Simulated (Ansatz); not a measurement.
```
CELL_PARAMETERS angstrom
5.18410 0.00000 0.00000
-2.59205 4.48956 0.00000
0.00000 0.00000 7.59727
ATOMIC_POSITIONS crystal
Mg 0.33333 0.66667 0.00000
Mg 0.66667 0.33333 0.00000
Mg 0.00000 0.00000 0.81371
Mg 0.00000 0.00000 0.18629
Se 0.00000 0.00000 0.50000
```

Space group P6/mmm; a structure generated by program, which may or may not match a known phase.

The calculation used Ansatz 0.2.0, DFT PBE, scalar-relativistic, plane waves, PAW.

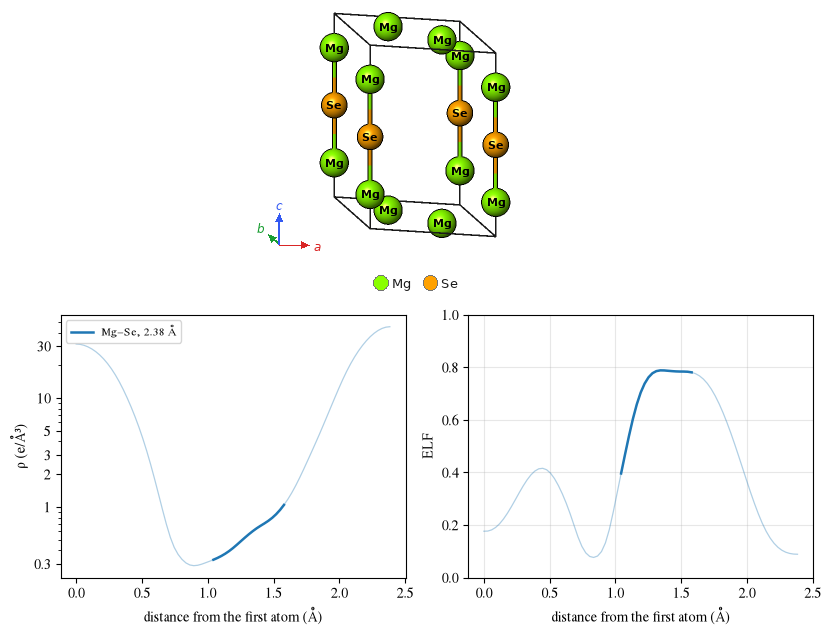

Mg4Se. Valence electron density and ELF along straight lines between neighbouring atoms. Thin, pale parts lie inside the atomic spheres. The structure is drawn too.

The density is the valence pseudo-density of a PAW calculation; it isn't the true density close to the nuclei.

> What can be read from the curves?

Mg–Se (2.38 Å): ρ is about 0.42 e/Å³ halfway; the ELF is about 0.70 at the midpoint.
